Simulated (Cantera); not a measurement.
Feed: 1 mol V₂O₅, 2.1 mol H₂, held at 100 Torr.

Equilibrium computed with Cantera from the NASA thermochemical tables; the gas is ideal and each condensed phase is pure. Candidate condensed phases: H₂O, V, VO, V₂O₃, V₂O₄, V₂O₅; 12 gas species. Condensed phases not in the tables: the oxides between V₂O₃ and V₂O₅ other than VO₂. Equilibrium is a limit: real reactors are often held back by kinetics, nucleation or transport.

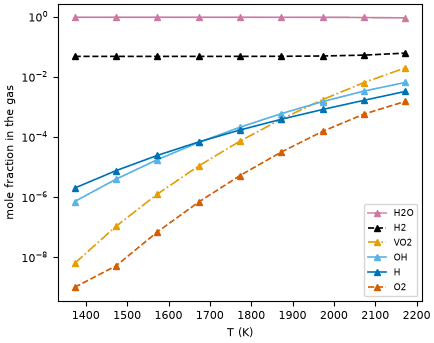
Figure: Equilibrium gas composition (values under 1e-9 drawn at 1e-9)

Read off the mole fractions at 1573 K.

H₂O about 0.95, H₂ about 0.048, H about 2.4e-5, OH about 1.8e-5, VO₂ about 1.3e-6, O₂ about 6.9e-8.
